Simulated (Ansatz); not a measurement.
**Ga2O3: pressure series**

Consider Ga2O3 in the corundum structure (space group R-3c, No. 167; a = 5.058 Å, c = 13.624 Å (hexagonal axes)).

Cell and atoms are relaxed at each pressure.

Levels (all Ansatz, a program for electronic structure, PAW, earlier PAW set): PBE (420 eV, spin-orbit coupling left out); r2SCAN (500 eV, without spin-orbit coupling).

The base cell above is that of PBE; each level relaxes its own structures.

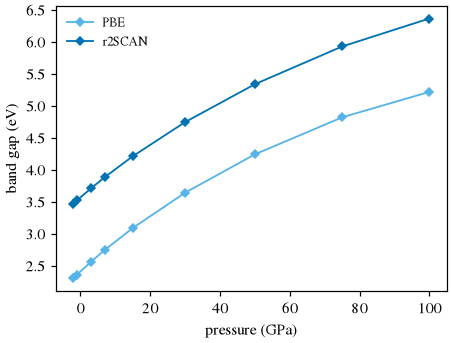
Figure: Band gap under two levels

How do the two levels compare along the series?

PBE lies below r2SCAN in every row, by 1.10 eV to 1.17 eV. They put the cases in the same order.

Load acts through the strain it causes; cell and atoms are relaxed under it. Whether these cells are dynamically stable was not tested. Competing high-pressure phases were not computed.
